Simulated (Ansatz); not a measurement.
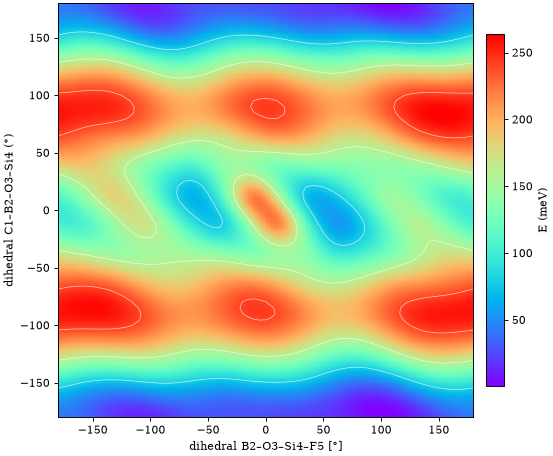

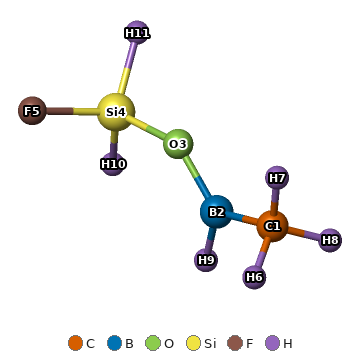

Energy landscape of CH6BFOSi, SMILES CBO[SiH2]F. The first coordinate is: dihedral B2–O3–Si4–F5; the second: dihedral C1–B2–O3–Si4. Nothing is relaxed (all other coordinates rigid). The scan uses a 15 × 15 grid. All energies are given in meV relative to the relaxed molecule at the same level. These are results of RKS r2SCAN-D4/def2-SVP in Ansatz 0.2.0, not measurements.

The picture shows a smooth colour map with a few white contour lines. Between grid points the surface is interpolated. The second picture is the structure at the lowest point.

Where are the wells?

Answer. The lowest grid point is at dihedral B2–O3–Si4–F5 = 108°, dihedral C1–B2–O3–Si4 = −180°, 0.8 meV from the relaxed molecule at the same level. There are further wells near dihedral B2–O3–Si4–F5 = −108°, dihedral C1–B2–O3–Si4 = −180° (11 meV above the lowest at that grid point); dihedral B2–O3–Si4–F5 = 60°, dihedral C1–B2–O3–Si4 = −12° (55 meV above the lowest at that grid point); dihedral B2–O3–Si4–F5 = −60°, dihedral C1–B2–O3–Si4 = 12° (65 meV above the lowest at that grid point). The highest grid point, dihedral B2–O3–Si4–F5 = 156°, dihedral C1–B2–O3–Si4 = 84°, lies 263 meV above the lowest. On the interpolated surface the easiest way out of the lowest well to the well at about dihedral B2–O3–Si4–F5 = −105°, dihedral C1–B2–O3–Si4 = 175° passes a barrier of about 29 meV. Round the minimum the valley is somewhat tilted: raising dihedral B2–O3–Si4–F5 shifts the best value of dihedral C1–B2–O3–Si4 downwards (coupling k₁₂/√(k₁₁k₂₂) about 0.4).

The whole map (225 points run) took 20 min on 1 thread of Arm Neoverse V2 (shared host).
